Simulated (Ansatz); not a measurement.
NaN (triplet)

The calculation's input:

```
crystal:
  periodic: [false, false, false]
  atoms:
    - { symbol: Na, position_ang: [0.0, 0.0, 0.0] }
    - { symbol: "N", position_ang: [0.0, 0.0, 2.23] }
basis:
  gaussian:
    orbitals: def2-SVP
hamiltonian:
  xc: blyp
magnetization:
  spin_polarized: true
  initial_magnetization: 2.0
output:
  orbitals: {}
  forces: true
```

Launched as:

```sh
python nna.py
```

⟨S²⟩ = 2.14, above the pure value of 2.00.

Theory: SCF blyp, Gaussian basis (Ansatz 0.2.0).

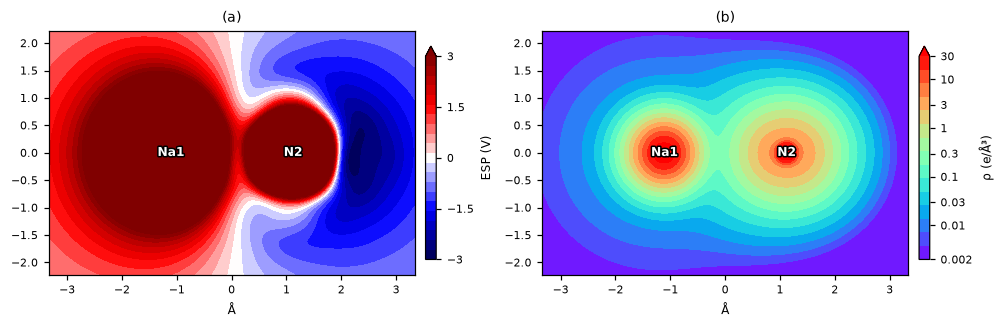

Figure 1. (a) electrostatic potential; (b) electron density on a plane that holds the molecular axis.

Describe what can be read from this map.

- The plane passes through Na and N nuclei.
- Na–N (2.23 Å): ρ at the midpoint is about 0.26 e/Å³.
- Outside the dense part of the molecule the potential is most negative (−2.8 V) near N2.

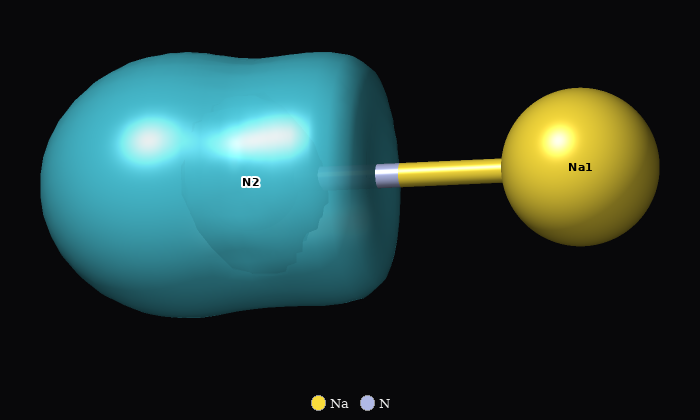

Figure 2. Isosurface of the ELF at 0.75 (cyan), seen from one side. Only the valence region is drawn (cores and ρ < 0.01 e/Å³ removed).

Describe the localisation domains.

The ELF exceeds this value in one region wrapped around N (its valence shell).


Na–N (2.23 Å): the ELF peaks at about 0.95 in the valence shell of N, 0.7 Å from its nucleus, and is about 0.25 at the midpoint (a closed-shell, largely ionic contact).

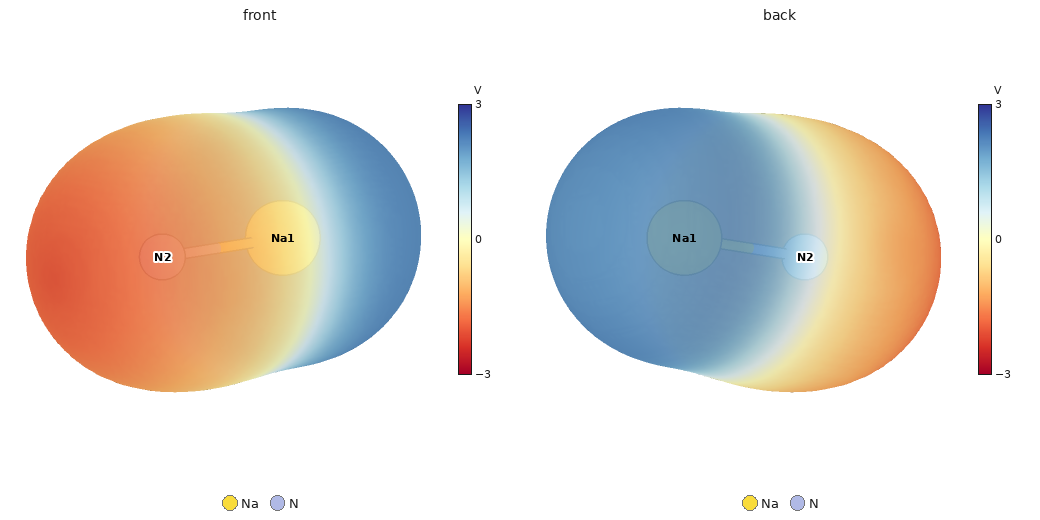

Figure 3. The electrostatic potential painted on the density surface at 0.001 e/bohr³, seen from the front and from behind; red is negative and blue positive.

Where is the surface potential most negative and most positive?

The most negative region (about −2.0 V) lies over N2, the most positive (about +2.1 V) over Na1. N2 is the likeliest acceptor of a hydrogen bond.
